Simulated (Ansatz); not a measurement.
# InH (model cell, started as NiAs type): phonons and vibrational spectra

How does InH (model cell, started as NiAs type) vibrate, and is this structure a minimum?

Calculated with Ansatz 0.2.0; DFT PBEsol, scalar-relativistic, plane waves, PAW.

The structure was built from a prototype and need not be the compound's stable phase.

### Step 1. Set-up

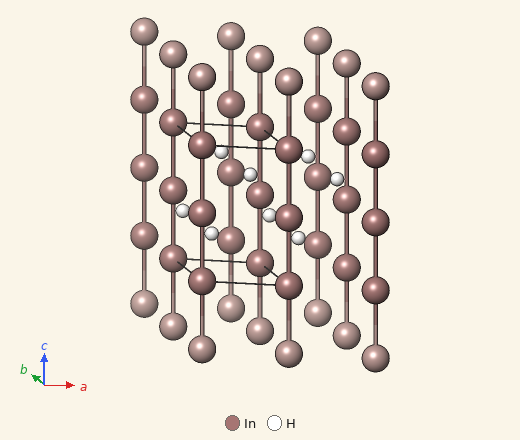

The starting structure, seen slightly off an axis (indium brown, hydrogen white). 2×2×1 cells are drawn. Some periodic images of atoms are drawn too.

### Step 2. Relaxation

The cell and atoms are relaxed, since residual forces and stress would shift the frequencies.

input.yaml reads:

```yaml
crystal:
  lattice:
    - [3.70383, 0.0, 0.0]
    - [-1.85191, 3.20761, 0.0]
    - [0.0, 0.0, 5.92612]
  atoms:
    - { symbol: In, position: [0.0, 0.0, 0.0] }
    - { symbol: In, position: [0.0, 0.0, 0.5] }
    - { symbol: H, position: [0.333333, 0.666667, 0.25] }
    - { symbol: H, position: [0.666667, 0.333333, 0.75] }
kpoints:
  mp_grid: { grid: [12, 12, 6] }
hamiltonian:
  xc: pbesol
scf:
  occupations: { method: gaussian, width: 0.1 }
output:
  forces: true
  stress: true
  eigenvalues: true
relax:
  adjacent_minimum: "off"
  f_tol: 0.005
  max_steps: 80
  cell: { stress_tol: 0.05 }
```

Command:

```
> ansatz run input.yaml --threads 4 --pin off --max-ram 7168MiB --backend cpu --events-out ev --progress --plain --runs-dir out
```

Numbers of over 12 decimals in the logs are rounded to 6 here.

What it wrote:

```text
Warning: the atoms were moved onto the symmetric positions of the space group found under crystal.symmetry.tolerance 1.0e-5 (fractional; no operation is sought that the atoms, as they stand in a round, miss by more than twice it, and no atom is moved by as much as it), and the run uses the moved positions. Before a round's move an operation carried an atom to 3.70e-6 Å from where it should land, the largest such dist [...]
Engine: ansatz 0.2.0, aarch64-unknown-linux-gnu
Pseudopotentials: kind: paw
Pseudopotential: In, paw, valence charge 13, recommended cutoff 420 eV (normal), In.paw.azcp
Pseudopotential: H, paw, valence charge 1, recommended cutoff 420 eV (normal), H.paw.azcp
Functional definition: PBEsol
  exchange = pbesol_x
  correlation = pbesol_c
Crystal: 4 atoms, lattice volume = 70.405 Å³
Basis set: ecut = 420 eV, 1387 PW (Γ), exchange–correlation on 50×50×80 points (8 copies of the dense FFT grid, shifted against one another)
Bands: 18, of which v1, the nominal top of the filled ones, is band 14 counted from 1 (13 counted from 0)
Symmetry: 24 space group operations
Space group: P63/mmc (ITA 194), of the structure as read, at distance tolerance 4.1e-5 Å
k-points: 76 of 864
Non-local potential: In, projectors of the file, l = 0: 2, l = 1: 2, l = 2: 2, l = 3: 2
Non-local potential: H, projectors of the file, l = 0: 2, l = 1: 1
PAW form: soft (Blöchl's): semilocal exchange-correlation on the pseudo side does not see the compensation charge
PAW frozen core: In, regenerated for the run's functional, and the local potential with it (the file was generated under x = pbe(κ = 0.804, μ = 0.219515), c = pbe(β = 0.066725))
PAW one-centre angular grid: In, 590 points (default); XC on 64 Gauss nodes
PAW one-centre angular grid: H, 110 points (default); XC on 64 Gauss nodes
Initial density: superposition of atomic densities (neutral atoms: chi_scale 0, normalization atom), corrected by the library's trained network
Initial wavefunctions: pseudopotential atomic-orbital guess
Functional: x = pbesol(κ = 0.804, μ = 0.123457), c = pbesol(β = 0.046)
SCF iter   1: F=—  HF=-11080.015469 eV  |F-HF|=—  |Δ(HF+E_count)|=         —  Δρ=8.83e-3  dr2=5.65e-2  ethr=1.77e-3  ⟨swp⟩=5.7  Hψ=6596  notcnv=0
preconditioner: auto → Kerker (q_TF=auto, 2.340 Å⁻¹)  [metal: Δε(μ)=0.046 eV  Ē_g=14.283 eV  σ=0.100 eV  W_gap=0.25  n_scr=22 (ndim 8)  ℏωp=23.4 eV  f_vac=0.000  D(μ)=1.46/eV (n_scr^D=2)]
SCF iter   2: F=—  HF=-11079.999173 eV  |F-HF|=—  |Δ(HF+E_count)|=   1.63e-2  Δρ=4.03e-3  dr2=1.35e-2  ethr=2.02e-4  ⟨swp⟩=1.0  Hψ=1977  notcnv=0
SCF iter   3: F=—  HF=-11079.994768 eV  |F-HF|=—  |Δ(HF+E_count)|=   4.40e-3  Δρ=6.25e-4  dr2=2.38e-4  ethr=4.84e-5  ⟨swp⟩=2.3  Hψ=1904  notcnv=0  defer=1
SCF iter   4: F=—  HF=-11079.994819 eV  |F-HF|=—  |Δ(HF+E_count)|=   5.14e-5  Δρ=3.45e-4  dr2=5.60e-5  ethr=8.49e-7  ⟨swp⟩=2.0  Hψ=2418  notcnv=0  defer=1
SCF iter   5: F=—  HF=-11079.994793 eV  |F-HF|=—  |Δ(HF+E_count)|=   2.65e-5  Δρ=1.12e-4  dr2=7.69e-6  ethr=2.00e-7  ⟨swp⟩=2.0  Hψ=2134  notcnv=0  defer=1
SCF iter   6: F=—  HF=-11079.994793 eV  |F-HF|=—  |Δ(HF+E_count)|=   3.97e-7  Δρ=3.06e-5  dr2=5.93e-7  ethr=2.74e-8  ⟨swp⟩=2.0  Hψ=2416  notcnv=0  defer=1
SCF iter   7: F=-11079.994793 eV  HF=-11079.994793 eV  |F-HF|=4.49e-9  |Δ(HF+E_count)|=   1.68e-7  Δρ=4.90e-6  dr2=1.96e-8  ethr=3.57e-10  ⟨swp⟩=5.5  Hψ=5474  notcnv=0
SCF 1 converged in 7 iterations: F = -11079.994793 eV  dr2 = 1.96e-8
  greatest PAW one-centre occupation: 0.983 electrons in one spin orbital (limit 2), on the In atom at site 0 (counted from 0), in its partial waves of l = 2
relax step   1: F+E_penalty+E_count = -11079.99479312 eV  Δ(F+E_penalty+E_count) = +0.000e0 eV  max|allowed force component| = 3.108e-18 eV/Å  Δτ_max = 0.0000 Å  P = -3.087 GPa  Ω = 70.405 Å³  (7 SCF iters, dr2 threshold 1.00e-7 eV, accepted)
Crystal: 4 atoms, lattice volume = 63.354 Å³
Basis set: ecut = 420 eV, 1237 PW (Γ), exchange–correlation on 50×50×80 points (8 copies of the dense FFT grid, shifted against one another)
Initial density: handed on by an earlier stage of this run
Initial wavefunctions: those handed on with the density
iter 1 solved again at ethr=1.63e-5 eV; its pass at ethr=3.10e-3 eV (dr2=4.56e-3 eV) is discarded
SCF iter   1: F=—  HF=-11080.132738 eV  |F-HF|=—  |Δ(HF+E_count)|=         —  Δρ=2.22e-3  dr2=5.18e-3  ethr=1.63e-5  ⟨swp⟩=2.0  Hψ=9235  notcnv=0
preconditioner: auto → Kerker (q_TF=auto, 2.381 Å⁻¹)  [metal: Δε(μ)=0.031 eV  Ē_g=14.538 eV  σ=0.100 eV  W_gap=0.17  n_scr=22 (ndim 8)  ℏωp=24.7 eV  f_vac=0.000  D(μ)=1.70/eV (n_scr^D=10)]
SCF iter   2: F=—  HF=-11080.131280 eV  |F-HF|=—  |Δ(HF+E_count)|=   1.46e-3  Δρ=1.34e-3  dr2=1.59e-3  ethr=1.63e-5  ⟨swp⟩=2.1  Hψ=2437  notcnv=0
SCF iter   3: F=—  HF=-11080.130895 eV  |F-HF|=—  |Δ(HF+E_count)|=   3.85e-4  Δρ=4.04e-4  dr2=1.26e-4  ethr=5.68e-6  ⟨swp⟩=2.8  Hψ=2323  notcnv=0
SCF iter   4: F=—  HF=-11080.130868 eV  |F-HF|=—  |Δ(HF+E_count)|=   2.71e-5  Δρ=6.95e-5  dr2=4.02e-6  ethr=4.51e-7  ⟨swp⟩=2.5  Hψ=2163  notcnv=0
SCF iter   5: F=-11080.130868 eV  HF=-11080.130868 eV  |F-HF|=1.17e-8  |Δ(HF+E_count)|=   1.56e-8  Δρ=1.57e-5  dr2=1.67e-7  ethr=1.43e-9  ⟨swp⟩=7.0  Hψ=6822  notcnv=0
SCF 2 converged in 5 iterations: F = -11080.130868 eV  dr2 = 1.67e-7
  greatest PAW one-centre occupation: 0.983 electrons in one spin orbital (limit 2), on the In atom at site 1 (counted from 0), in its partial waves of l = 2
relax step   2: F+E_penalty+E_count = -11080.13086793 eV  Δ(F+E_penalty+E_count) = -1.361e-1 eV  max|allowed force component| = 1.735e-18 eV/Å  Δτ_max = 0.0000 Å  P = -0.833 GPa  Ω = 63.354 Å³  energy of the carried Pulay correction = +3.292e-3 eV  (5 SCF iters, dr2 threshold 4.00e-7 eV, accepted)
Crystal: 4 atoms, lattice volume = 58.569 Å³
Basis set: ecut = 420 eV, 1161 PW (Γ), exchange–correlation on 50×50×80 points (8 copies of the dense FFT grid, shifted against one another)
iter 1 solved again at ethr=5.25e-5 eV; its pass at ethr=3.10e-3 eV (dr2=1.47e-2 eV) is discarded
SCF iter   1: F=—  HF=-11080.210955 eV  |F-HF|=—  |Δ(HF+E_count)|=         —  Δρ=3.87e-3  dr2=1.49e-2  ethr=5.25e-5  ⟨swp⟩=1.2  Hψ=9162  notcnv=0
preconditioner: auto → Kerker (q_TF=auto, 2.413 Å⁻¹)  [metal: Δε(μ)=0.050 eV  Ē_g=14.844 eV  σ=0.100 eV  W_gap=0.27  n_scr=22 (ndim 8)  ℏωp=25.7 eV  f_vac=0.000  D(μ)=1.06/eV (n_scr^D=2)]
SCF iter   2: F=—  HF=-11080.207609 eV  |F-HF|=—  |Δ(HF+E_count)|=   3.35e-3  Δρ=2.49e-3  dr2=6.25e-3  ethr=5.25e-5  ⟨swp⟩=1.0  Hψ=1368  notcnv=0
SCF iter   3: F=—  HF=-11080.205383 eV  |F-HF|=—  |Δ(HF+E_count)|=   2.23e-3  Δρ=5.07e-4  dr2=2.21e-4  ethr=2.23e-5  ⟨swp⟩=2.0  Hψ=1624  notcnv=0
SCF iter   4: F=—  HF=-11080.205318 eV  |F-HF|=—  |Δ(HF+E_count)|=   6.46e-5  Δρ=1.26e-4  dr2=1.11e-5  ethr=7.91e-7  ⟨swp⟩=2.5  Hψ=2396  notcnv=0
SCF iter   5: F=-11080.205318 eV  HF=-11080.205318 eV  |F-HF|=1.06e-7  |Δ(HF+E_count)|=   8.20e-7  Δρ=2.68e-5  dr2=2.91e-7  ethr=1.43e-9  ⟨swp⟩=4.9  Hψ=7048  notcnv=0
SCF 3 converged in 5 iterations: F = -11080.205318 eV  dr2 = 2.91e-7
relax step   3: F+E_penalty+E_count = -11080.20531763 eV  Δ(F+E_penalty+E_count) = -7.445e-2 eV  max|allowed force component| = 2.313e-18 eV/Å  Δτ_max = 0.0000 Å  P = +1.322 GPa  Ω = 58.569 Å³  energy of the carried Pulay correction = +5.750e-3 eV  (5 SCF iters, dr2 threshold 4.00e-7 eV, accepted)
[...]
relax step   4: F+E_penalty+E_count = -11080.20727898 eV  Δ(F+E_penalty+E_count) = -1.961e-3 eV  max|allowed force component| = 1.843e-18 eV/Å  Δτ_max = 0.0000 Å  P = +0.788 GPa  Ω = 58.365 Å³  energy of the carried Pulay correction = +5.889e-3 eV  (5 SCF iters, dr2 threshold 4.00e-7 eV, accepted)
[...]
relax step   5: F+E_penalty+E_count = -11080.22318827 eV  Δ(F+E_penalty+E_count) = -1.591e-2 eV  max|allowed force component| = 3.397e-18 eV/Å  Δτ_max = 0.0000 Å  P = -0.621 GPa  Ω = 60.783 Å³  energy of the carried Pulay correction = +4.622e-3 eV  (5 SCF iters, dr2 threshold 4.00e-7 eV, accepted)
[...]
relax step   6: F+E_penalty+E_count = -11080.22545435 eV  Δ(F+E_penalty+E_count) = -2.266e-3 eV  max|allowed force component| = 1.229e-18 eV/Å  Δτ_max = 0.0000 Å  P = +0.013 GPa  Ω = 59.831 Å³  energy of the carried Pulay correction = +5.109e-3 eV  (4 SCF iters, dr2 threshold 4.00e-7 eV, accepted)
[...]
relax step   7: F+E_penalty+E_count = -11080.22544845 eV  Δ(F+E_penalty+E_count) = +5.897e-6 eV  max|allowed force component| = 2.711e-18 eV/Å  Δτ_max = 0.0000 Å  P = -0.003 GPa  Ω = 59.871 Å³  energy of the carried Pulay correction = +5.088e-3 eV  (4 SCF iters, dr2 threshold 6.79e-9 eV, accepted)
[...]
relax step   8: F+E_penalty+E_count = -11080.22304183 eV  Δ(F+E_penalty+E_count) = +2.407e-3 eV  max|allowed force component| = 2.241e-18 eV/Å  Δτ_max = 0.0000 Å  P = -0.045 GPa  Ω = 59.871 Å³  stress off target by 6.63e-2 GPa  SCF on the basis re-selected at this cell (its energy is not comparable with the rows above)  (6 SCF iters)
[...]
relax step   9: F+E_penalty+E_count = -11080.22309587 eV  Δ(F+E_penalty+E_count) = -5.405e-5 eV  max|allowed force component| = 1.988e-18 eV/Å  Δτ_max = 0.0000 Å  P = -0.001 GPa  Ω = 59.798 Å³  energy of the carried Pulay correction = +3.681e-5 eV  (4 SCF iters, dr2 threshold 1.10e-8 eV, accepted)
iter 1 solved again at ethr=2.14e-7 eV; its pass at ethr=3.10e-3 eV (dr2=6.00e-5 eV) is discarded
SCF iter   1: F=—  HF=-11080.223059 eV  |F-HF|=—  |Δ(HF+E_count)|=         —  Δρ=3.12e-6  dr2=1.74e-9  ethr=2.14e-7  ⟨swp⟩=2.6  Hψ=9690  notcnv=0
eigensolver tolerance schedule: the retry pair's looser diagonalisation over-reported the residual by 34393.90 of it (diagonalisation noise at an unbounded share of the residual, at the tolerance the schedule requests for it); recorded, not acted on — ethr = c·dr2/N_el stays at c = 1.0e-1
preconditioner: auto → Kerker (q_TF=auto, 2.404 Å⁻¹)  [metal: Δε(μ)=0.043 eV  Ē_g=14.842 eV  σ=0.100 eV  W_gap=0.24  n_scr=22 (ndim 8)  ℏωp=25.4 eV  f_vac=0.000  D(μ)=1.13/eV (n_scr^D=2)]
SCF iter   2: F=—  HF=-11080.223058 eV  |F-HF|=—  |Δ(HF+E_count)|=   1.29e-6  Δρ=1.87e-6  dr2=8.17e-10  ethr=6.23e-12  ⟨swp⟩=3.0  Hψ=3505  notcnv=0
SCF iter   3: F=—  HF=-11080.223058 eV  |F-HF|=—  |Δ(HF+E_count)|=  3.49e-10  Δρ=6.36e-7  dr2=1.79e-10  ethr=2.92e-12  ⟨swp⟩=2.0  Hψ=2379  notcnv=0
SCF iter   4: F=—  HF=-11080.223058 eV  |F-HF|=—  |Δ(HF+E_count)|=  9.09e-11  Δρ=4.13e-7  dr2=6.45e-11  ethr=1.00e-12  ⟨swp⟩=2.0  Hψ=2384  notcnv=0
SCF iter   5: F=-11080.223058 eV  HF=-11080.223058 eV  |F-HF|=5.46e-12  |Δ(HF+E_count)|=  3.09e-11  Δρ=5.60e-8  dr2=7.95e-13  ethr=1.00e-12  ⟨swp⟩=4.7  Hψ=4947  notcnv=0
SCF 10 converged in 5 iterations: F = -11080.223058 eV  dr2 = 7.95e-13
relax step  10: F+E_penalty+E_count = -11080.22305797 eV  Δ(F+E_penalty+E_count) = +3.790e-5 eV  max|allowed force component| = 1.482e-18 eV/Å  Δτ_max = 0.0000 Å  P = -0.001 GPa  Ω = 59.798 Å³  stress off target by 1.50e-3 GPa  SCF on the basis re-selected at this cell (its energy is not comparable with the rows above)  (5 SCF iters)
basis re-selected at this cell: Δ(F+E_penalty+E_count) = +3.790e-5 eV, ΔP = -0.000 GPa vs the last step (what re-selecting the basis moved, of the pressure what is left beyond the Pulay correction that the steps carried, after the strain that the cell walked since its last selection, with what the two solves' SCF thresholds leave and, on support functions, any second-order correction that the steps lacked; it is no m [...]
SCF converged after 5 iterations
Free energy (F): -11080.223058 eV
Harris-Foulkes:  -11080.223058 eV  (|F-HF|=5.46e-12)
Internal energy: -11080.217412 eV  (E = F + TS)
E sigma→0 (E₀):  -11080.220235 eV
Entropy (-TS):   -0.005646 eV (-1.412 meV/atom)
Fermi energy:    9.026109 eV
--- Per-component energies (eV) ---
  E_band       = -70.034494
  E_kinetic    = 507.545326
  E_local      = -2258.503867  (includes V_loc(G=0)·N_el)
  E_nonlocal   = 737.706553
  E_hartree    = 881.853667
  E_xc         = -445.215466
  E_vxc        = -223.091663  (∫ρ·V_xc dr)
  E_paw        = -8163.194087  (= ΣΔE_a)
  E_vpaw       = -597.396358  (= ΣTr[D̂ρ^β])
  E_aug_tail   = -0.001852  (compensation charges beyond the density's cutoff)
  E_ewald      = -2340.879491
  E_core_change = 0.471805  (= ΣΔE_core)
  E_smearing   = -0.005646  (= −TS)
  E_closure    = 0.000000  (closes the sum)
  Σ components = -11080.223058   (vs F -11080.223058, Δ=0.00e0)
--- Forces (eV/Å), atoms counted from 1 ---
  atom   1  In    -0.00000000     0.00000000     0.00000000
  atom   2  In    -0.00000000     0.00000000    -0.00000000
  atom   3  H      0.00000000     0.00000000     0.00000000
  atom   4  H     -0.00000000    -0.00000000    -0.00000000
  max |Σ_I F_I| component: 1.59e-18 eV/Å
--- Stress (GPa, compression-positive) ---
       -0.001503       0.000000      -0.000000
        0.000000      -0.001503       0.000000
       -0.000000       0.000000       0.000085
  P = ⅓ Tr σ = -0.0010 GPa (-0.010 kbar)
--- Band table (eV; the first three rows and the last of 76) ---
  k-point 0: bands = [... 10 lower, -1.2288, 2.6942, 3.1624, 12.4912, 14.7742, 14.9596, 17.0498, 17.0498]
  k-point 1: bands = [... 10 lower, -1.1170, 1.6364, 4.4268, 11.5213, 14.8447, 15.3166, 17.1921, 17.1921]
  k-point 2: bands = [... 10 lower, -0.7788, 0.5994, 6.0758, 9.7464, 15.0386, 15.4723, 17.6090, 17.6090]
  k-point 75: bands = [... 10 lower, 5.0413, 5.0413, 5.9077, 5.9077, 8.2948, 8.2948, 13.3747, 13.3747]
--- Relaxed structure (8 steps of the walk, 8 accepted, 2 SCFs on fresh bases) ---
  F+E_penalty+E_count = -11080.22305797 eV   max|allowed force component| = 1.482e-18 eV/Å   (the final SCF, on the basis selected at the relaxed cell)
  cell:  # Å, volume = 59.7976 Å³
    - [3.325477, -2.591864960212748e-6, 0.0]
    - [-1.662736, 2.879949, 0.0]
    - [0.0, 0.0, 6.243741]
  atoms:
    - { symbol: In, position: [0, 0, 0] }
    - { symbol: In, position: [0, 0, 0.500000] }
    - { symbol: H, position: [0.333333, 0.666667, 0.250000] }
    - { symbol: H, position: [0.666667, 0.333333, 0.75] }
```

Elapsed: 15 s, on 4 threads of Arm Neoverse V1, shared host; peak memory 0.41 GiB.

Relaxation path:

```tsv
step	energy less that of the first step (eV)	largest force component (eV/Å)	pressure (GPa)	volume (Å³)
1	0.0000	0.0000	-3.09	70.40
2	-0.1361	0.0000	-0.83	63.35
3	-0.2105	0.0000	1.32	58.57
4	-0.2125	0.0000	0.79	58.36
5	-0.2284	0.0000	-0.62	60.78
6	-0.2307	0.0000	0.01	59.83
7	-0.2307	0.0000	0.00	59.87
8*	-0.2282	0.0000	-0.04	59.87
9	-0.2283	0.0000	0.00	59.80
10*	-0.2283	0.0000	0.00	59.80
```

Relaxation steps marked * repeat the geometry before them on a plane-wave basis chosen anew for their cell, so energy and pressure can jump there.

The run keeps the 24 symmetry operations that it works with, so distortions that break them were not tested.

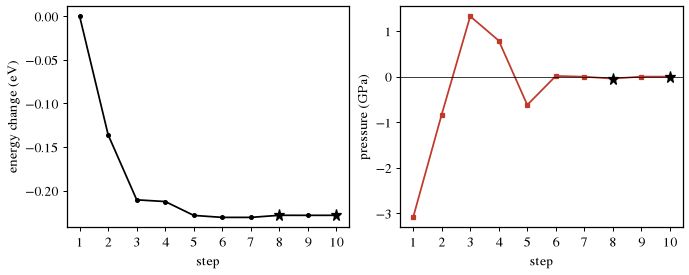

Energy and pressure along the relaxation. Stars mark steps on a basis chosen anew.

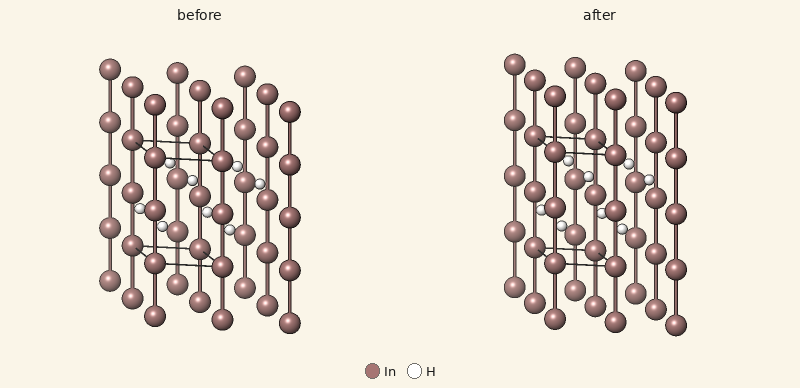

The structure before and after the relaxation, drawn at the same scale.

```tsv
conventional cell, symmetrised	before	after	change
a (Å)	3.704	3.325	-10.2 %
b (Å)	3.704	3.325	-10.2 %
c (Å)	5.926	6.244	+5.4 %
volume (Å³/atom)	17.60	14.95	-15.1 %
```

Numbers from this step:

| Quantity | Value |
| --- | --- |
| pressure | -9.74e-4 GPa |
| volume per atom | 14.95 Å³ |
| gap on the k-mesh | 0 eV |

In this step the volume went from 17.60 to 14.95 Å³/atom.

### Step 3. Relaxation

The relaxation is repeated from its end on the same settings, as a check that it has come to rest.

input.yaml, the sections that differ from step 2:

```yaml
crystal:
  lattice:
    - [3.3254772376, -2.5919e-06, 0.0]
    - [-1.6627363742, 2.8799490634, 0.0]
    - [0.0, 0.0, 6.2437405147]
  atoms:
    - { symbol: In, position: [0.0, 0.0, 0.0] }
    - { symbol: In, position: [0.0, 0.0, 0.5] }
    - { symbol: H, position: [0.3333333333, 0.6666666667, 0.25] }
    - { symbol: H, position: [0.6666666667, 0.3333333333, 0.75] }
output:
  forces: true
  stress: true
  eigenvalues: true
  write_density: true
  write_potential: true
  elf: true
  volumetric_format: npy
# kpoints, hamiltonian, scf, relax: as in step 2
```

What it wrote:

```text
[...]
Crystal: 4 atoms, lattice volume = 59.798 Å³
Basis set: ecut = 420 eV, 1185 PW (Γ), exchange–correlation on 48×48×90 points (8 copies of the dense FFT grid, shifted against one another)
Bands: 18, of which v1, the nominal top of the filled ones, is band 14 counted from 1 (13 counted from 0)
Symmetry: 24 space group operations
[...]
k-points: 76 of 864
[...]
--- Relaxed structure (1 steps of the walk, 1 accepted, 1 SCFs on fresh bases) ---
[...]
cell:  # Å, volume = 59.7976 Å³
    - [3.325477, -2.591870414170259e-6, 0.0]
    - [-1.662736, 2.879949, 0.0]
    - [0.0, 0.0, 6.2437405147]
  atoms:
    - { symbol: In, position: [0.0, 0.0, 0.0] }
    - { symbol: In, position: [0.0, 0.0, 0.500000] }
    - { symbol: H, position: [0.333333, 0.666667, 0.250000] }
    - { symbol: H, position: [0.666667, 0.333333, 0.750000] }
[key lines of the parts left out:]
SCF converged after 5 iterations
Free energy (F): -11080.223058 eV
Fermi energy:    9.026109 eV
P = ⅓ Tr σ = -0.0010 GPa (-0.010 kbar)
```

It took 3.7 s on 4 threads; peak memory 0.4 GiB.

Little changed from the start: no atom moved by 0.005 Å and no cell edge by 0.1 %.

This step gave:

```yaml
pressure: -9.71e-4 GPa
```

In this step the volume went from 14.95 to 14.95 Å³/atom.

### Step 4. Relaxing to small forces for the phonons

Phonons need a cell at rest on their own settings, so the relaxation is repeated with tight tolerances on forces and stress on the k mesh and occupations of the first response run.

input.yaml, the sections that differ from step 3:

```yaml
scf:
  occupations: { method: methfessel_paxton, width: 0.15 }
output:
  forces: true
  stress: true
  eigenvalues: true
relax:
  adjacent_minimum: "off"
  f_tol: 0.001
  max_steps: 60
  cell: { stress_tol: 0.01 }
# crystal, kpoints, hamiltonian: as in step 3
```

What it wrote:

```text
[...]
Crystal: 4 atoms, lattice volume = 59.798 Å³
Basis set: ecut = 420 eV, 1185 PW (Γ), exchange–correlation on 48×48×90 points (8 copies of the dense FFT grid, shifted against one another)
Bands: 18, of which v1, the nominal top of the filled ones, is band 14 counted from 1 (13 counted from 0)
Symmetry: 24 space group operations
[...]
k-points: 76 of 864
[...]
--- Relaxed structure (3 steps of the walk, 3 accepted, 1 SCFs on fresh bases) ---
[...]
cell:  # Å, volume = 59.7894 Å³
    - [3.325888, -2.5921908623972953e-6, 0]
    - [-1.662942, 2.880305, 0]
    - [0, 0, 6.241350]
  atoms:
    - { symbol: In, position: [0, 0, 0] }
    - { symbol: In, position: [0, 0, 0.500000] }
    - { symbol: H, position: [0.333333, 0.666667, 0.250000] }
    - { symbol: H, position: [0.666667, 0.333333, 0.75] }
[key lines of the parts left out:]
SCF converged after 7 iterations
Free energy (F): -11080.220438 eV
Fermi energy:    9.023594 eV
P = ⅓ Tr σ = 0.0000 GPa (0.000 kbar)
```

Wall time 5.3 s (4 threads); peak memory 0.4 GiB.

Little changed from the start: no atom moved by 0.005 Å and no cell edge by 0.1 %.

This step gave:

* pressure: 3.72e-5 GPa

The forces vanish by symmetry and the pressure is 0.000 GPa, within the tolerances set. The cell now holds 14.95 Å³/atom.

(Continued in part 2 of 2.)

[Logs are printed without paths, hosts, clocks, repeated set-up lines and the standing remarks that a program may print on its own settings, such as how far it seeks lower states.]

[Hosts, paths, dates, database ids (printed as entryN), source tags and the programs' standing remarks are cut or masked in the printed files.]
